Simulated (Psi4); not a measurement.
**CH₅B: property calculation**

- system: CH₅B, SMILES [H]B([H])C
- method: OMP2/pcSseg-1, RHF, DKH3 (Psi4 1.11)

The run did not end well. The geometry comes from this level: GFN2-xTB.

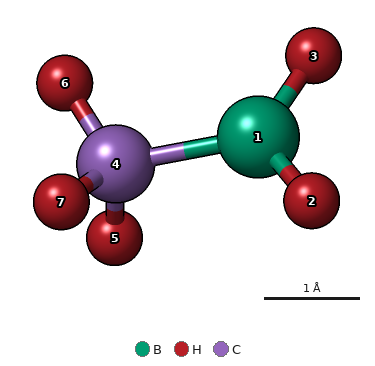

*The structure as given in the input (ball-and-stick view, seen at a tilt; atoms are numbered from 1 in the order of the input).*

Bond lengths as drawn: B–C 1.56 Å, B–H 1.17 Å and C–H 1.09 Å.

### The input (calc.py)
```python
import psi4

psi4.set_memory(1600000000)
psi4.set_num_threads(1)
psi4.set_output_file('output.dat', False)

geom = psi4.geometry("""
B      0.444840     0.781100     0.006260
H      1.614940     0.782320     0.008990
H     -0.129680     1.798100    -0.061390
C     -0.337160    -0.573970     0.039720
H     -0.405600    -0.929380    -0.991140
H     -1.358290    -0.496260     0.405500
H      0.170950    -1.361910     0.592050
symmetry c1
no_reorient
no_com
""")

psi4.set_options({
    'freeze_core': True,
    'mp2_type': 'df',
    'scf_type': 'df',
    'df_basis_mp2': 'cc-pvdz-ri',
    'ints_tolerance': 1e-07,
    'screening': 'csam',
    'relativistic': 'dkh',
    'dkh_order': 3,
})

E, wfn = psi4.energy("omp2/pcSseg-1", return_wfn=True)
psi4.oeprop(wfn, "DIPOLE", "NO_OCCUPATIONS", "QUADRUPOLE", "MULLIKEN_CHARGES")
print('E =', round(E, 9))
for k, v in sorted(psi4.core.scalar_variables().items()):
    print(f'{k:45s} {v:18.10f}')
```

Launched with:
```bash
python calc.py
```

### Output
```
Psi4 1.11 release

Relativistic analytic gradients are not implemented yet, re-routing to finite differences.
    For method 'OMP2', SCF Algorithm Type (re)set to DISK_DF.

   => Loading Basis Set <=

    Name: PCSSEG-1
    Role: ORBITAL
    Keyword: BASIS

         ---------------------------------------------------------
                                   SCF
                              RHF Reference
                        1 Threads,   1525 MiB Core
         ---------------------------------------------------------

  ==> Geometry <==

    Molecular point group: c1
    Full point group: C1

    Geometry (in Angstrom), charge = 0, multiplicity = 1:

       Center              X                  Y                   Z               Mass
    ------------   -----------------  -----------------  -----------------  -----------------
         B            0.444840000000     0.781100000000     0.006260000000    11.009305360000
         H            1.614940000000     0.782320000000     0.008990000000     1.007825032230
         H           -0.129680000000     1.798100000000    -0.061390000000     1.007825032230
         C           -0.337160000000    -0.573970000000     0.039720000000    12.000000000000
         H           -0.405600000000    -0.929380000000    -0.991140000000     1.007825032230
         H           -1.358290000000    -0.496260000000     0.405500000000     1.007825032230
         H            0.170950000000    -1.361910000000     0.592050000000     1.007825032230

  Running in c1 symmetry.

  Rotational constants: A =      3.27251  B =      0.71195  C =      0.65371 [cm^-1]
  Rotational constants: A =  98107.42069  B =  21343.78191  C =  19597.64519 [MHz]
  Nuclear repulsion =   31.931012594416508

  Charge       = 0
  Multiplicity = 1
  Electrons    = 16
  Nalpha       = 8
  Nbeta        = 8

  ==> Algorithm <==

  SCF Algorithm Type is DISK_DF.
  DIIS enabled.
  MOM disabled.
  Fractional occupation disabled.
  Guess Type is SAD.
  Energy threshold   = 1.00e-08
  Density threshold  = 1.00e-08
  Integral threshold = 1.00e-07

  ==> Primary Basis <==

  Basis Set: PCSSEG-1
    Blend: PCSSEG-1
    Number of shells: 29
    Number of basis functions: 59
    Number of Cartesian functions: 61
    Spherical Harmonics?: true
    Max angular momentum: 2

   => Loading Basis Set <=

    Name: (PCSSEG-1 AUX)
    Role: JKFIT
    Keyword: DF_BASIS_SCF

   => Loading Basis Set <=

    Name: (PCSSEG-1 AUX)
    Role: DECON
    Keyword: BASIS_RELATIVISTIC

  ==> Integral Setup <==

  ==> DiskDFJK: Density-Fitted J/K Matrices <==

    J tasked:                  Yes
    K tasked:                  Yes
    wK tasked:                  No
    Integrals threads:           1
    Memory [MiB]:             1144
    Algorithm:                Core
    Integral Cache:           SAVE
    Schwarz Cutoff:          1E-07
    Fitting Condition:       1E-10

   => Auxiliary Basis Set <=

  Basis Set: (PCSSEG-1 AUX)
    Blend: DEF2-UNIVERSAL-JKFIT
    Number of shells: 80
    Number of basis functions: 240
    Number of Cartesian functions: 278
    Spherical Harmonics?: true
    Max angular momentum: 4

    Computing 3-order Douglas-Kroll-Hess integrals.
    Adding Douglas-Kroll-Hess corrections to the potential integrals.
  Minimum eigenvalue in the overlap matrix is 1.0736104826E-02.
  Reciprocal condition number of the overlap matrix is 1.9387120426E-03.
    Using symmetric orthogonalization.

  ==> Pre-Iterations <==

  SCF Guess: Superposition of Atomic Densities via on-the-fly atomic UHF (no occupation information).

   -------------------------
    Irrep   Nso     Nmo
   -------------------------
     A         59      59
   -------------------------
    Total      59      59
   -------------------------

  ==> Iterations <==

                           Total Energy        Delta E     RMS |[F,P]|

   @DF-RHF iter SAD:   -64.65806109494763   -6.46581e+01   0.00000e+00
   @DF-RHF iter   1:   -65.37660721078289   -7.18546e-01   5.87809e-03 DIIS/ADIIS
   @DF-RHF iter   2:   -65.44002006471239   -6.34129e-02   2.36572e-03 DIIS/ADIIS
   @DF-RHF iter   3:   -65.45051228416841   -1.04922e-02   4.38502e-04 DIIS/ADIIS
   @DF-RHF iter   4:   -65.45137561720676   -8.63333e-04   7.93436e-05 DIIS
   @DF-RHF iter   5:   -65.45140188640966   -2.62692e-05   2.05461e-05 DIIS
   @DF-RHF iter   6:   -65.45140404090660   -2.15450e-06   3.05290e-06 DIIS
   @DF-RHF iter   7:   -65.45140408892868   -4.80221e-08   5.98434e-07 DIIS
   @DF-RHF iter   8:   -65.45140409108490   -2.15621e-09   1.42699e-07 DIIS
   @DF-RHF iter   9:   -65.45140409123954   -1.54643e-10   4.18653e-08 DIIS
   @DF-RHF iter  10:   -65.45140409125523   -1.56888e-11   1.38500e-08 DIIS
   @DF-RHF iter  11:   -65.45140409125723   -2.00373e-12   2.37947e-09 DIIS
  Energy and wave function converged.

  ==> Post-Iterations <==

    Orbital Energies [Eh]
    ---------------------

    Doubly Occupied:

       1A    -11.196358     2A     -7.592814     3A     -0.951513
       4A     -0.673057     5A     -0.571581     6A     -0.547708
       7A     -0.475559     8A     -0.467225

    Virtual:

       9A      0.086512    10A      0.174838    11A      0.222786
      12A      0.229013    13A      0.250705    14A      0.268298
      15A      0.298891    16A      0.364718    17A      0.459424
      18A      0.485911    19A      0.509885    20A      0.606540
      21A      0.709699    22A      0.820993    23A      0.829768
      24A      0.854611    25A      0.889464    26A      0.934505
      27A      0.956469    28A      1.272939    29A      1.495186
      30A      1.566767    31A      1.632350    32A      1.762669
      33A      1.908847    34A      1.927461    35A      1.975818
      36A      2.213641    37A      2.217495    38A      2.240880
      39A      2.244130    40A      2.344686    41A      2.366425
      42A      2.555018    43A      2.598634    44A      2.620031
      45A      2.634249    46A      2.733264    47A      2.799115
      48A      2.809086    49A      3.014853    50A      3.083848
      51A      3.087088    52A      3.392614    53A      3.433783
      54A      3.453779    55A      3.556785    56A      3.817539
      57A      4.490398    58A      4.770303    59A      4.799164

    Final Occupation by Irrep:
              A
    DOCC [     8 ]
    NA   [     8 ]
    NB   [     8 ]

  @DF-RHF Final Energy:   -65.45140409125723

   => Energetics <=

    Nuclear Repulsion Energy =             31.9310125944165080
    One-Electron Energy =                -149.8132035133351394
    Two-Electron Energy =                  52.4307868276614144
    Total Energy =                        -65.4514040912572170

Computation Completed

Properties will be evaluated at   0.000000,   0.000000,   0.000000 [a0]

Properties computed using the SCF density matrix

 Multipole Moments:

 ------------------------------------------------------------------------------------
     Multipole            Electronic (a.u.)      Nuclear  (a.u.)        Total (a.u.)
 ------------------------------------------------------------------------------------

 L = 1.  Multiply by 2.5417464519 to convert [e a0] to [Debye]
 Dipole X            :         -0.2434052            0.1768028           -0.0666024
 Dipole Y            :         -0.6122780            0.4810298           -0.1312483
 Dipole Z            :         -0.4475563            0.4225995           -0.0249569
 Magnitude           :                                                    0.1492811

 ------------------------------------------------------------------------------------

	total time  =          0 seconds =       0.00 minutes
  Constructing Basis Sets for DFOCC...

   => Loading Basis Set <=

    Name: (PCSSEG-1 AUX)
    Role: JKFIT
    Keyword: DF_BASIS_SCF

   => Loading Basis Set <=

    Name: (PCSSEG-1 AUX)
    Role: RIFIT
    Keyword: DF_BASIS_CC

  Module DFOCC Options:
  ----------------------------------------------------------------------------
  ACTIVE                        => (empty)
  BASIS_RELATIVISTIC            => (empty)
  BENCH                         => (empty)
  CC_DIIS_MAX_VECS              => (empty)
  CC_DIIS_MIN_VECS              => (empty)
  CC_LAMBDA                     => (empty)
  CC_MAXITER                    => (empty)
  CC_TYPE                       => (empty)
  CHOLESKY                      => FALSE           !
  CHOLESKY_TOLERANCE            => (empty)
  CI_TYPE                       => (empty)
  COMPUT_S2                     => (empty)
  CUBEPROP_BASIS_FUNCTIONS      => (empty)
  CUBEPROP_FILEPATH             => (empty)
  CUBEPROP_ISOCONTOUR_THRESHOLD => (empty)
  CUBEPROP_ORBITALS             => (empty)
  CUBEPROP_TASKS                => (empty)
  CUBIC_BASIS_TOLERANCE         => (empty)
  CUBIC_BLOCK_MAX_POINTS        => (empty)
  CUBIC_GRID_OVERAGE            => (empty)
  CUBIC_GRID_SPACING            => (empty)
  CUTOFF                        => (empty)
  DDX                           => (empty)
  DEBUG                         => (empty)
  DERTYPE                       => (empty)
  DF_BASIS_CC                   => (empty)
  DIE_IF_NOT_CONVERGED          => (empty)
  DKH_ORDER                     => 3               !
  DOCC                          => (empty)
  DO_DIIS                       => (empty)
  DO_LEVEL_SHIFT                => (empty)
  DO_SCS                        => FALSE           !
  DO_SOS                        => FALSE           !
  E3_SCALE                      => (empty)
  EKT_IP                        => (empty)
  EXTERNAL_POTENTIAL_SYMMETRY   => (empty)
  E_CONVERGENCE                 => 1e-06           !
  FREEZE_CORE                   => 1               !
  FREEZE_CORE_POLICY            => (empty)
  FROZEN_DOCC                   => (empty)
  FROZEN_UOCC                   => (empty)
  HESS_TYPE                     => (empty)
  INTEGRAL_CUTOFF               => (empty)
  INTEGRAL_PACKAGE              => (empty)
  LEVEL_SHIFT                   => (empty)
  LINEQ_SOLVER                  => (empty)
  LITERAL_CFOUR                 => (empty)
  LS_THC_BASIS_TOLERANCE        => (empty)
  LS_THC_DF                     => (empty)
  LS_THC_PRUNING_SCHEME         => (empty)
  LS_THC_RADIAL_POINTS          => (empty)
  LS_THC_SPHERICAL_POINTS       => (empty)
  LS_THC_S_EPSILON              => (empty)
  LS_THC_WEIGHTS_TOLERANCE      => (empty)
  MAT_NUM_COLUMN_PRINT          => (empty)
  MAX_MOGRAD_CONVERGENCE        => (empty)
  MAX_RADIAL_MOMENT             => (empty)
  MBIS_D_CONVERGENCE            => (empty)
  MBIS_MAXITER                  => (empty)
  MBIS_PRUNING_SCHEME           => (empty)
  MBIS_RADIAL_POINTS            => (empty)
  MBIS_SPHERICAL_POINTS         => (empty)
  MOLDEN_WITH_VIRTUAL           => (empty)
  MOLDEN_WRITE                  => (empty)
  MO_DIIS_NUM_VECS              => (empty)
  MO_MAXITER                    => (empty)
  MO_STEP_MAX                   => (empty)
  MP2_AMP_TYPE                  => (empty)
  MP2_OS_SCALE                  => (empty)
  MP2_SOS_SCALE                 => (empty)
  MP2_SOS_SCALE2                => (empty)
  MP2_SS_SCALE                  => (empty)
  MP2_TYPE                      => DF              !
  MP_TYPE                       => (empty)
  NAT_ORBS                      => FALSE           !
  NUM_FROZEN_DOCC               => (empty)
  NUM_FROZEN_UOCC               => (empty)
  NUM_GPUS                      => (empty)
  OCC_ORBS_PRINT                => (empty)
  OEPROP                        => (empty)
  OO_SCALE                      => (empty)
  OPT_METHOD                    => (empty)
  ORBITAL_OPTIMIZER_PACKAGE     => (empty)
  ORB_OPT                       => TRUE            !
  ORB_RESP_SOLVER               => (empty)
  ORTH_TYPE                     => (empty)
  PARENT_SYMMETRY               => (empty)
  PCG_BETA_TYPE                 => (empty)
  PCG_CONVERGENCE               => (empty)
  PCG_MAXITER                   => (empty)
  PCM                           => (empty)
  PE                            => (empty)
  PPL_TYPE                      => (empty)
  PRINT                         => (empty)
  PRINT_NOONS                   => (empty)
  PROPERTIES                    => (empty)
  PROPERTIES_ORIGIN             => (empty)
  PUREAM                        => (empty)
  QCHF                          => (empty)
  QC_MODULE                     => (empty)
  RAS1                          => (empty)
  RAS2                          => (empty)
  RAS3                          => (empty)
  RAS4                          => (empty)
  READ_SCF_3INDEX               => (empty)
  REGULARIZATION                => (empty)
  REG_PARAM                     => (empty)
  RELATIVISTIC                  => DKH             !
  REMP_A                        => (empty)
  RESTRICTED_DOCC               => (empty)
  RESTRICTED_UOCC               => (empty)
  RMS_MOGRAD_CONVERGENCE        => (empty)
  R_CONVERGENCE                 => (empty)
  SCF_TYPE                      => DISK_DF         !
  SCREENING                     => CSAM            !
  SCS_TYPE                      => (empty)
  SOCC                          => (empty)
  SOS_TYPE                      => (empty)
  TRIPLES_IABC_TYPE             => (empty)
  WFN                           => (empty)
  WFN_TYPE                      => DF-OMP2         !
  WRITER_FILE_LABEL             => (empty)
  ZORA_BASIS_TOLERANCE          => (empty)
  ZORA_NR_DEBUG                 => (empty)
  ZORA_PRUNING_SCHEME           => (empty)
  ZORA_RADIAL_POINTS            => (empty)
  ZORA_SPHERICAL_POINTS         => (empty)

	Warning: cc_lambda option is changed to TRUE
	For this residual convergence, default PCG convergence is:     1.00e-07
	For this energy convergence, default RMS orbital gradient is:     3.16e-07
	For this energy convergence, default MAX orbital gradient is:     2.00e-06

 ==============================================================================
 ==============================================================================
 ==============================================================================

                      DF-OMP2 (DF-OO-MP2)

 ==============================================================================
 ==============================================================================
 ==============================================================================

	MO spaces...

	 FC   OCC   VIR   FV
	----------------------
	  2    6    51    0
	Reading DF integrals from disk ...
	Number of basis functions in the DF-HF basis: 240
	Number of basis functions in the DF-CC basis: 166

	Minimum required memory for amplitudes:      2.14 MB

	Computing DF-MP2 energy using SCF MOs (Canonical DF-MP2)...
	=======================================================================
	Nuclear Repulsion Energy (a.u.)    :    31.93101259441651
	DF-HF Energy (a.u.)                :   -65.45140409125723
	REF Energy (a.u.)                  :   -65.45140409125723
	DF-MP2 Correlation Energy (a.u.)   :    -0.23774117397099
	DF-MP2 Total Energy (a.u.)         :   -65.68914526522822
	=======================================================================

	Number of independent-pairs: 420

 ==============================================================================
 ================ Performing DF-OMP2 iterations... ============================
 ==============================================================================
	            Minimizing DF-MP2-L Functional
	            ------------------------------
 Iter       E_total           DE           RMS MO Grad      MAX MO Grad      RMS T2
 ----    ---------------    ----------     -----------      -----------     ----------
	successfully fired up coupled DIIS...
   1             -nan          -nan           -nan         0.00e+00            -nan

 ==============================================================================
 ======================== DF-OMP2 ITERATIONS ARE CONVERGED ====================
 ==============================================================================

	Computing MP2 energy using optimized MOs...
	=======================================================================
	Nuclear Repulsion Energy (a.u.)    :    31.93101259441651
	DF-HF Energy (a.u.)                :   -65.45140409125723
	REF Energy (a.u.)                  :                 -nan
	DF-MP2 Correlation Energy (a.u.)   :                 -nan
	DF-MP2 Total Energy (a.u.)         :                 -nan
	=======================================================================

	=======================================================================
	================ DF-OMP2 FINAL RESULTS ================================
	=======================================================================
	Nuclear Repulsion Energy (a.u.)    :    31.93101259441651
	DF-HF Energy (a.u.)                :   -65.45140409125723
	REF Energy (a.u.)                  :                 -nan
	DF-OMP2 Correlation Energy (a.u.)  :                 -nan
	Edfomp2 - Eref (a.u.)              :                 -nan
	DF-OMP2 Total Energy (a.u.)        :                 -nan
	=======================================================================

	total time  =          0 seconds =       0.00 minutes

Properties will be evaluated at   0.000000,   0.000000,   0.000000 [a0]
OEProp: No title given, name of density matrix used for the following properties is 'T'

 Multipole Moments:

 ------------------------------------------------------------------------------------
     Multipole            Electronic (a.u.)      Nuclear  (a.u.)        Total (a.u.)
 ------------------------------------------------------------------------------------

 L = 1.  Multiply by 2.5417464519 to convert [e a0] to [Debye]
 Dipole X            :               -nan            0.1768028                 -nan
 Dipole Y            :               -nan            0.4810298                 -nan
 Dipole Z            :               -nan            0.4225995                 -nan
 Magnitude           :                                                         -nan

 L = 2.  Multiply by 1.3450342976 to convert [e a0^2] to [Debye ang]
 Quadrupole XX       :               -nan           22.6227293                 -nan
 Quadrupole XY       :               -nan           16.9513671                 -nan
 Quadrupole XZ       :               -nan           -0.3268181                 -nan
 Quadrupole YY       :               -nan           42.2715644                 -nan
 Quadrupole YZ       :               -nan           -1.0788150                 -nan
 Quadrupole ZZ       :               -nan            5.3952487                 -nan
 Traceless XX        :               -nan           -0.8071182                 -nan
 Traceless YY        :               -nan           18.8417169                 -nan
 Traceless ZZ        :               -nan          -18.0345988                 -nan

 ------------------------------------------------------------------------------------
  Mulliken Charges: (a.u.)
   Center  Symbol    Alpha    Beta     Spin     Total
       1     B        -nan     -nan     -nan     -nan
       2     H        -nan     -nan     -nan     -nan
       3     H        -nan     -nan     -nan     -nan
       4     C        -nan     -nan     -nan     -nan
       5     H        -nan     -nan     -nan     -nan
       6     H        -nan     -nan     -nan     -nan
       7     H        -nan     -nan     -nan     -nan

   Total alpha =     -nan, Total beta =     -nan, Total charge =     -nan

  Natural Orbital Occupations:
```

### Standard output
```
Traceback (most recent call last):
  [frames left out]
RuntimeError:
Fatal Error: Matrix::diagonalize: DSYEV failed!
```

### Outcome

- outcome: ended with an error
- basis functions: 59
- hardware: 1 thread of Intel Xeon (Granite Rapids), 192 GiB of memory available, shared host
- wall time: 1.8 s
- peak memory: 0.2 GiB

Settings chosen away from the usual ones: df_basis_mp2 set to cc-pvdz-ri; ints_tolerance set to 1e-07; screening set to csam. The run ended with an error: “Fatal Error: Matrix::diagonalize: DSYEV failed”
